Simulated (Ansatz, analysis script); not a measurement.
# AlCo: moments against volume

Wanted: energy and moment of AlCo against volume, with typed moments, small moments and no spin.

Program: Ansatz 0.2.0. Level of theory: PBE, PAW set soft_2. Results are calculated unless marked as measured.

## 1. Set-up

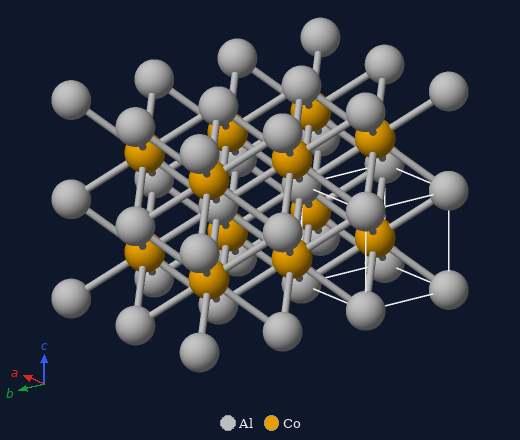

The cell as given, from a free direction (aluminium light grey, cobalt orange). 2×3×2 cells are drawn. Some periodic images of atoms are drawn too.

Coordinates:

```cif
data_structure
_symmetry_space_group_name_H-M 'P 1'
_symmetry_Int_Tables_number 1
_cell_length_a 2.8194
_cell_length_b 2.8194
_cell_length_c 2.8194
_cell_angle_alpha 90.000
_cell_angle_beta 90.000
_cell_angle_gamma 90.000
_cell_volume 22.41
loop_
_atom_site_label
_atom_site_type_symbol
_atom_site_fract_x
_atom_site_fract_y
_atom_site_fract_z
_atom_site_occupancy
Al1 Al 0.00000 0.00000 0.00000 1
Co2 Co 0.50000 0.50000 0.50000 1
```

The cell comes from the Materials Project, a database of computed structures, and the real compound, where it exists, may take another one.

## 2. The collinear state

A collinear run comes first: it shows whether moments survive, and how large they are.

input.yaml reads:

```yaml
crystal:
  lattice:
    - [2.81940321, 0.0, 0.0]
    - [0.0, 2.81940321, 0.0]
    - [0.0, 0.0, 2.81940321]
  atoms:
    - { symbol: Al, position: [0.0, 0.0, 0.0] }
    - { symbol: Co, position: [0.5, 0.5, 0.5], spin: 2.0 }
magnetization:
  spin_polarized: true
kpoints:
  mp_grid: { grid: [9, 9, 9] }
hamiltonian:
  xc: pbe
scf:
  occupations: { method: fermi_dirac, width: 0.05 }
  max_iter: 120
  convergence: { dr2_threshold: 1.0e-08 }
output:
  write_density: true
  write_potential: true
  elf: true
  volumetric_format: npy
```

Started as:

```console
$ ansatz run input.yaml --threads 2 --pin off --max-ram 5120MiB --backend cpu --events-out ev --progress --plain --runs-dir out
```

Numbers of over 12 decimals in the logs are rounded to 6 here.

The program printed:

```text
Engine: ansatz 0.2.0, aarch64-unknown-linux-gnu
Pseudopotentials: kind: paw
Pseudopotential: Al, paw, valence charge 3, recommended cutoff 420 eV (normal), Al.paw.azcp
Pseudopotential: Co, paw, valence charge 17, recommended cutoff 420 eV (normal), Co.paw.azcp
Functional definition: PBE
  parameter kappa = 0.804
  parameter beta = 0.066725
  exchange = pbe_x(kappa = kappa, mu = beta*pi^2/3)
  correlation = pbe_c(beta = beta)
Crystal: 2 atoms, lattice volume = 22.412 Å³
Basis set: ecut = 420 eV, 461 PW (Γ)
Bands: 15, of which v1, the nominal top of the filled ones, is band 10 counted from 1 (9 counted from 0)
Symmetry: 48 space group operations
Space group: Pm-3m (ITA 221), of the structure as read, at distance tolerance 2.8e-5 Å
Magnetic group: BNS 221.92 (UNI 1594), of the structure as read, at distance tolerance 2.8e-5 Å
k-points: 35 of 729
Non-local potential: Al, projectors of the file, l = 0: 2, l = 1: 2, l = 2: 1
Non-local potential: Co, projectors of the file, l = 0: 3, l = 1: 2, l = 2: 3, l = 3: 1
PAW form: soft (Blöchl's): semilocal exchange-correlation on the pseudo side does not see the compensation charge
PAW one-centre angular grid: Al, 110 points (default); XC on 64 Gauss nodes
PAW one-centre angular grid: Co, 590 points (default); XC on 64 Gauss nodes
Initial density: superposition of atomic densities (chi_scale 0.1, normalization cell)
Starting moments: Σ|m| = 2 μB on 1 of 2 sites
Initial wavefunctions: pseudopotential atomic-orbital guess
Functional: x = pbe(κ = 0.804, μ = 0.219515), c = pbe(β = 0.066725)
SCF iter   1: F=—  HF=-5664.256472 eV  |F-HF|=—  |Δ(HF+E_count)|=         —  Δρ=2.24e-1 (↑2.24e-1 ↓1.22e-1)  dr2=1.71e0  dr2_m=5.96e0  M=0.116 μB ∫|m|=0.296 μB  β_m=0.30  ethr=3.10e-3  ⟨swp⟩=4.6  Hψ=4783  notcnv=0
Mixer restart at iter 1: flushing history
preconditioner: auto → none  [metal: Δε(μ)=0.006 eV  Ē_g=9.363 eV  σ=0.050 eV  W_gap=0.03  n_scr=6 (ndim 8)  ℏωp=27.2 eV  f_vac=0.000  D(μ)=1.07/eV (n_scr^D=6)  sad-step TF]
SCF iter   2: F=—  HF=-5663.553634 eV  |F-HF|=—  |Δ(HF+E_count)|=   7.03e-1  Δρ=1.34e-1 (↑1.20e-1 ↓1.34e-1)  dr2=2.20e-1  dr2_m=3.26e0  M=0.095 μB ∫|m|=0.207 μB  β_m=0.57  ethr=3.10e-3  ⟨swp⟩=2.5  Hψ=2425  notcnv=0  defer=25
SCF iter   3: F=—  HF=-5666.183408 eV  |F-HF|=—  |Δ(HF+E_count)|=    2.63e0  Δρ=1.48e-1 (↑1.48e-1 ↓6.60e-2)  dr2=6.17e0  dr2_m=3.74e-1  M=0.023 μB ∫|m|=0.098 μB  β_m=0.46  ethr=1.10e-3  ⟨swp⟩=3.6  Hψ=2828  notcnv=0  defer=26
SCF iter   4: F=—  HF=-5664.784596 eV  |F-HF|=—  |Δ(HF+E_count)|=    1.40e0  Δρ=1.25e-2 (↑1.25e-2 ↓1.06e-2)  dr2=6.59e-2  dr2_m=9.74e-4  M=0.013 μB ∫|m|=0.041 μB  β_m=0.73  ethr=1.10e-3  ⟨swp⟩=3.0  Hψ=2853  notcnv=0  defer=28
SCF iter   5: F=—  HF=-5664.825989 eV  |F-HF|=—  |Δ(HF+E_count)|=   4.14e-2  Δρ=1.55e-2 (↑1.20e-2 ↓1.55e-2)  dr2=1.10e-1  dr2_m=6.33e-4  M=0.009 μB ∫|m|=0.027 μB  β_m=0.86  ethr=3.30e-4  ⟨swp⟩=2.0  Hψ=1833  notcnv=0  defer=28
SCF iter   6: F=—  HF=-5664.828120 eV  |F-HF|=—  |Δ(HF+E_count)|=   2.13e-3  Δρ=2.46e-3 (↑2.46e-3 ↓2.23e-3)  dr2=3.77e-3  dr2_m=5.00e-6  M=0.001 μB ∫|m|=0.004 μB  β_m=0.77  ethr=3.30e-4  ⟨swp⟩=2.1  Hψ=1777  notcnv=0  defer=28
SCF iter   7: F=—  HF=-5664.828567 eV  |F-HF|=—  |Δ(HF+E_count)|=   4.47e-4  Δρ=9.69e-4 (↑9.69e-4 ↓3.90e-4)  dr2=2.37e-4  dr2_m=1.93e-5  M=0.001 μB ∫|m|=0.004 μB  β_m=0.89  ethr=1.88e-5  ⟨swp⟩=1.2  Hψ=1567  notcnv=0  defer=28
SCF iter   8: F=—  HF=-5664.828558 eV  |F-HF|=—  |Δ(HF+E_count)|=   8.97e-6  Δρ=2.53e-4 (↑2.53e-4 ↓4.67e-5)  dr2=1.03e-5  dr2_m=4.18e-6  M=0.001 μB ∫|m|=0.002 μB  β_m=0.91  ethr=1.18e-6  ⟨swp⟩=1.6  Hψ=1180  notcnv=0  defer=28
SCF iter   9: F=—  HF=-5664.828559 eV  |F-HF|=—  |Δ(HF+E_count)|=   5.93e-7  Δρ=6.54e-5 (↑6.54e-5 ↓2.81e-5)  dr2=1.78e-6  dr2_m=8.27e-8  M=0.000 μB ∫|m|=0.000 μB  β_m=0.95  ethr=5.14e-8  ⟨swp⟩=1.7  Hψ=1233  notcnv=0  defer=28
SCF iter  10: F=—  HF=-5664.828559 eV  |F-HF|=—  |Δ(HF+E_count)|=   4.61e-7  Δρ=1.20e-5 (↑1.20e-5 ↓2.28e-6)  dr2=2.61e-8  dr2_m=5.97e-9  M=0.000 μB ∫|m|=0.000 μB  β_m=0.94  ethr=8.92e-9  ⟨swp⟩=2.1  Hψ=1337  notcnv=0  defer=28
SCF iter  11: F=—  HF=-5664.828559 eV  |F-HF|=—  |Δ(HF+E_count)|=   1.61e-9  Δρ=5.52e-7 (↑5.29e-7 ↓5.52e-7)  dr2=1.19e-10  dr2_m=5.86e-12  M=0.000 μB ∫|m|=0.000 μB  β_m=0.97  ethr=1.31e-10  ⟨swp⟩=2.2  Hψ=1606  notcnv=0  defer=28
SCF iter  12: F=-5664.828559 eV  HF=-5664.828559 eV  |F-HF|=3.73e-11  |Δ(HF+E_count)|=  1.82e-11  Δρ=2.71e-7 (↑2.71e-7 ↓2.50e-7)  dr2=4.72e-11  dr2_m=1.65e-13  M=0.000 μB ∫|m|=0.000 μB  ethr=1.00e-12  ⟨swp⟩=2.9  Hψ=3178  notcnv=0
SCF 1 converged in 12 iterations: F = -5664.828559 eV  dr2 = 4.72e-11
  greatest PAW one-centre occupation: 1.000 electrons in one spin orbital (limit 2), on the Co atom at site 1 (counted from 0), in its partial waves of l = 1
WARN: the starting moments were not kept: the SCF closed with an absolute magnetisation of 4.1e-7 μB, where they sum to 2 μB in size (1 site). That is at most 0.1 of that sum. Measured as dr2_m measures the in/out step, that magnetisation stands 2.9e-13 eV from none, at or under the dr2_threshold of 1.0e-8 eV: it is no larger than a step whose dr2_m would equal this threshold. The system may hold no moment; this SCF  [...]
SCF converged after 12 iterations
Magnetization: 0.0000 μB (10.0000 up, 10.0000 down)
Absolute magnetization: 0.0000 μB (∫|ρ↑−ρ↓|, with the PAW one-centre terms)
Spin contamination: 0.0000 ħ² per cell (⟨S²⟩ above its minimum at these occupations)
Per-site moments (μB) at R_I (Å): [(2.571385515379486e-8, 1.007191), (2.8202408989478765e-7, 1.007191)]
Free energy (F): -5664.828559 eV
Harris-Foulkes:  -5664.828559 eV  (|F-HF|=3.73e-11)
Internal energy: -5664.824188 eV  (E = F + TS)
E sigma→0 (E₀):  -5664.826374 eV
Entropy (-TS):   -0.004371 eV (-2.185 meV/atom)
Fermi energy:    15.061361 eV
--- Per-component energies (eV) ---
  E_band       = -274.160896
  E_kinetic    = 484.981400
  E_local      = -3632.540885  (includes V_loc(G=0)·N_el)
  E_nonlocal   = 466.584068
  E_hartree    = 1571.043588
  E_xc         = -201.387694
  E_vxc        = -237.663949  (∫ρ·V_xc dr)
  E_paw        = -1985.456512  (= ΣΔE_a)
  E_vpaw       = -497.609363  (= ΣTr[D̂ρ^β])
  E_aug_tail   = 0.000109  (compensation charges beyond the density's cutoff)
  E_ewald      = -2368.048262
  E_smearing   = -0.004371  (= −TS)
  E_closure    = -0.000000  (closes the sum)
  Σ components = -5664.828559   (vs F -5664.828559, Δ=0.00e0)
--- Band table (eV; the first three rows and the last of 70) ---
  k-point 0 ↑: bands = [... 6 lower, 11.9353, 14.1834, 14.1834, 14.1834, 21.1568, 21.1568, 21.1568, 23.8842, ... 1 higher]
  k-point 1 ↑: bands = [... 6 lower, 12.0028, 14.0556, 14.0556, 14.1973, 19.3587, 21.4863, 21.4863, 23.8428, ... 1 higher]
  k-point 2 ↑: bands = [... 6 lower, 12.1798, 13.7609, 13.7609, 14.2325, 17.0930, 22.3900, 22.3900, 23.7257, ... 1 higher]
  k-point 34 ↓: bands = [... 6 lower, 11.0317, 14.6524, 14.6524, 16.2686, 17.4807, 17.4807, 19.4693, 20.9067, ... 1 higher]
```

Wall time 1.2 s (2 threads of Arm Neoverse V2, shared host); peak memory 0.28 GiB; 2.2 s of CPU time.

The spin moment in the atom's sphere vanishes on all atoms.

Tables count atoms from 1; parts of the log count from 0.

The run ends non-magnetic, with a net moment of 0 μB a cell. The run left the order that was typed.

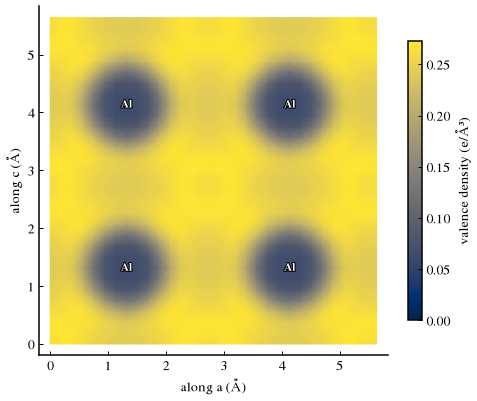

Valence density in the ac plane at fractional y = 0.000, with atoms of Al within 0.2 Å of it. It is the smooth field of the valence electrons, not physical close to the nuclei. The map starts off the cell's origin, so that atoms lie inside it.

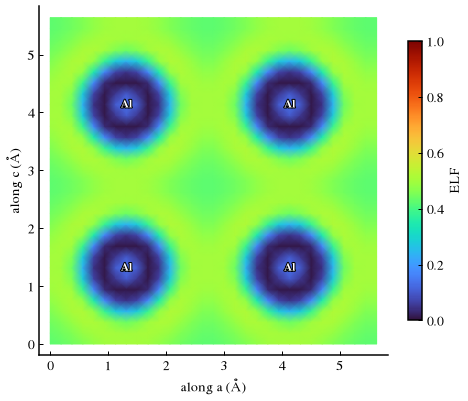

ELF in the ac plane at fractional y = 0.000, with atoms of Al within 0.2 Å of it. It is the smooth field of the valence electrons, not physical close to the nuclei. The map starts off the cell's origin, so that atoms lie inside it.

## 3. The same state on a denser mesh

Levels at the Fermi energy are partly filled, so moments and energy differences can hang on the k-mesh, and the state is solved again on a denser one.

input.yaml, the sections that differ from step 2:

```yaml
kpoints:
  mp_grid: { grid: [14, 14, 14] }
basis:
  ecutwfc: 420.0
# crystal, magnetization, hamiltonian, scf: as in step 2
# output: removed
```

The program printed:

```text
[...]
Crystal: 2 atoms, lattice volume = 22.412 Å³
Basis set: ecut = 420 eV, 461 PW (Γ)
Bands: 15, of which v1, the nominal top of the filled ones, is band 10 counted from 1 (9 counted from 0)
Symmetry: 48 space group operations
[...]
k-points: 120 of 2744
[...]
Starting moments: Σ|m| = 2 μB on 1 of 2 sites
[...]
Magnetization: 0.0000 μB (10.0000 up, 10.0000 down)
Absolute magnetization: 0.0000 μB (∫|ρ↑−ρ↓|, with the PAW one-centre terms)
[...]
Per-site moments (μB) at R_I (Å): [(5.786007355085733e-9, 1.007191), (5.609345391924458e-7, 1.007191)]
Free energy (F): -5664.826255 eV
[...]
Internal energy: -5664.820020 eV  (E = F + TS)
E sigma→0 (E₀):  -5664.823138 eV
Entropy (-TS):   -0.006235 eV (-3.117 meV/atom)
Fermi energy:    15.066570 eV
[...]
[key lines of the parts left out:]
SCF converged after 12 iterations
```

Elapsed: 2.7 s, on 2 threads; peak memory 0.33 GiB; 5.1 s of CPU time.

The spin moment in the atom's sphere vanishes on all atoms.

The run ends non-magnetic, with a net moment of 0 μB a cell, against 0 μB on the first mesh.

The cell's volume is scaled by the factor named; fractional positions stay, and energies count from the lowest run.

## 4. Factor 0.7, typed moments

Three starts at each size show whether high-spin, low-spin and non-magnetic states coexist. One mesh, built for the smallest cell, and one cutoff serve all sizes, so that energies can be subtracted.

input.yaml, the sections that differ from step 3:

```yaml
crystal:
  lattice:
    - [2.50335939, 0.0, 0.0]
    - [0.0, 2.50335939, 0.0]
    - [0.0, 0.0, 2.50335939]
  atoms:
    - { symbol: Al, position: [0.0, 0.0, 0.0] }
    - { symbol: Co, position: [0.5, 0.5, 0.5], spin: 2.0 }
kpoints:
  mp_grid: { grid: [15, 15, 15] }
output:
  stress: true
# magnetization, hamiltonian, scf, basis: as in step 3
```

Started as:

```console
$ ansatz run input.yaml --threads 1 --pin off --max-ram 2560MiB --backend cpu --events-out ev --progress --plain --runs-dir out
```

The program printed:

```text
Warning: output.stress: scf.convergence.dr2_threshold = 1e-8 eV is looser than the 2e-10 eV advised for a printed stress (1e-10 eV for each atom of the cell: 2). What an SCF threshold leaves in a stress goes as its square root, and in the free energy as the threshold itself, and one threshold admits the most on a small cell: [figures from the program's tests cut] Set scf.convergence.dr2_threshold to 2e-10 eV or tighter. The threshold is an SCF's pass mark: one that does not reach it within its budget of iterations ends unconverged, or closes short of it on a stop that the run arms, and scf.convergence.dr2_threshold's page says what that costs each kind of run
[...]
Crystal: 2 atoms, lattice volume = 15.688 Å³
Basis set: ecut = 420 eV, 305 PW (Γ)
Bands: 15, of which v1, the nominal top of the filled ones, is band 10 counted from 1 (9 counted from 0)
Symmetry: 48 space group operations
[...]
k-points: 120 of 3375
[...]
Starting moments: Σ|m| = 2 μB on 1 of 2 sites
[...]
SCF iter   1: F=—  HF=-5661.682863 eV  |F-HF|=—  |Δ(HF+E_count)|=         —  Δρ=3.45e-1 (↑3.45e-1 ↓1.23e-1)  dr2=5.83e0  dr2_m=7.30e0  M=0.001 μB ∫|m|=0.102 μB  β_m=0.30  ethr=3.10e-3  ⟨swp⟩=5.4  Hψ=17426  notcnv=0
[...]
SCF iter  11: F=-5662.170914 eV  HF=-5662.170914 eV  |F-HF|=1.82e-12  |Δ(HF+E_count)|=  1.27e-11  Δρ=1.77e-7 (↑1.05e-7 ↓1.77e-7)  dr2=6.83e-13  dr2_m=2.77e-12  M=-0.000 μB ∫|m|=0.000 μB  ethr=1.56e-12  ⟨swp⟩=1.6  Hψ=10243  notcnv=0
SCF 1 converged in 11 iterations: F = -5662.170914 eV  dr2 = 6.83e-13
[...]
SCF converged after 11 iterations
Magnetization: -0.0000 μB (10.0000 up, 10.0000 down)
Absolute magnetization: 0.0000 μB (∫|ρ↑−ρ↓|, with the PAW one-centre terms)
[...]
Per-site moments (μB) at R_I (Å): [(9.202420045439174e-8, 0.894289), (-7.197122398358411e-7, 0.894289)]
Free energy (F): -5662.170914 eV
[...]
Internal energy: -5662.167868 eV  (E = F + TS)
E sigma→0 (E₀):  -5662.169391 eV
Entropy (-TS):   -0.003046 eV (-1.523 meV/atom)
Fermi energy:    22.616443 eV
[...]
--- Stress (GPa, compression-positive) ---
      160.071642      -0.000000       0.000000
       -0.000000     160.071642       0.000000
        0.000000       0.000000     160.071642
  P = ⅓ Tr σ = 160.0716 GPa (1600.716 kbar)
```

The job ended after 4.9 s (1 thread; peak memory 0.31 GiB).

It ends non-magnetic, with 0 μB on the largest site.

## 5. Factor 0.7, starting moments cut to 30 %

A self-consistent run from these starting moments shows which magnetic state they lead to.

Edit input.yaml of step 4 so:

```diff
@@ -7,3 +7,3 @@
     - { symbol: Al, position: [0.0, 0.0, 0.0] }
-    - { symbol: Co, position: [0.5, 0.5, 0.5], spin: 2.0 }
+    - { symbol: Co, position: [0.5, 0.5, 0.5], spin: 0.6 }
 magnetization:
```

The program printed:

```text
[...]
Crystal: 2 atoms, lattice volume = 15.688 Å³
Basis set: ecut = 420 eV, 305 PW (Γ)
Bands: 15, of which v1, the nominal top of the filled ones, is band 10 counted from 1 (9 counted from 0)
Symmetry: 48 space group operations
[...]
k-points: 120 of 3375
[...]
Internal energy: -5662.167868 eV  (E = F + TS)
E sigma→0 (E₀):  -5662.169391 eV
Entropy (-TS):   -0.003046 eV (-1.523 meV/atom)
Fermi energy:    22.616433 eV
[...]
--- Stress (GPa, compression-positive) ---
      160.071750       0.000000      -0.000000
       -0.000000     160.071750       0.000000
       -0.000000       0.000000     160.071750
  P = ⅓ Tr σ = 160.0717 GPa (1600.717 kbar)
[key lines of the parts left out:]
SCF converged after 11 iterations
Magnetization: -0.0000 μB (10.0000 up, 10.0000 down)
Free energy (F): -5662.170914 eV
```

Run time: 5 s. Hardware: 1 thread; peak memory 0.31 GiB.

It ends non-magnetic, with 0 μB on the largest site.

## 6. Factor 0.86, typed moments

A self-consistent run from these starting moments shows which magnetic state they lead to.

input.yaml, the sections that differ from step 5:

```yaml
crystal:
  lattice:
    - [2.68116376, 0.0, 0.0]
    - [0.0, 2.68116376, 0.0]
    - [0.0, 0.0, 2.68116376]
  atoms:
    - { symbol: Al, position: [0.0, 0.0, 0.0] }
    - { symbol: Co, position: [0.5, 0.5, 0.5], spin: 2.0 }
# magnetization, kpoints, hamiltonian, scf, basis, output: as in step 5
```

The program printed:

```text
[...]
Crystal: 2 atoms, lattice volume = 19.274 Å³
Basis set: ecut = 420 eV, 389 PW (Γ)
Bands: 15, of which v1, the nominal top of the filled ones, is band 10 counted from 1 (9 counted from 0)
Symmetry: 48 space group operations
[...]
k-points: 120 of 3375
[...]
Internal energy: -5664.324487 eV  (E = F + TS)
E sigma→0 (E₀):  -5664.326717 eV
Entropy (-TS):   -0.004459 eV (-2.230 meV/atom)
Fermi energy:    17.952915 eV
[...]
--- Stress (GPa, compression-positive) ---
       49.251589      -0.000000       0.000000
        0.000000      49.251589       0.000000
       -0.000000       0.000000      49.251589
  P = ⅓ Tr σ = 49.2516 GPa (492.516 kbar)
[key lines of the parts left out:]
SCF converged after 12 iterations
Magnetization: 0.0000 μB (10.0000 up, 10.0000 down)
Free energy (F): -5664.328946 eV
```

The job ended after 4.9 s (1 thread; peak memory 0.32 GiB).

It ends non-magnetic, with 0 μB on the largest site.

(Continued in part 2 of 2.)

[Logs and program files are shortened in this print: banners, set-up blocks, solver, clock and traceback lines can be left out without a mark of their own.]

[Logs are printed without paths, hosts, clocks, repeated set-up lines and the standing remarks that a program may print on its own settings, such as how far it seeks lower states.]

[Hosts, paths, dates, database ids (printed as entryN), source tags and the programs' standing remarks are cut or masked in the printed files.]

[Where the input sets lower_state_search to off, the program did not look for lower states, so one may exist.]
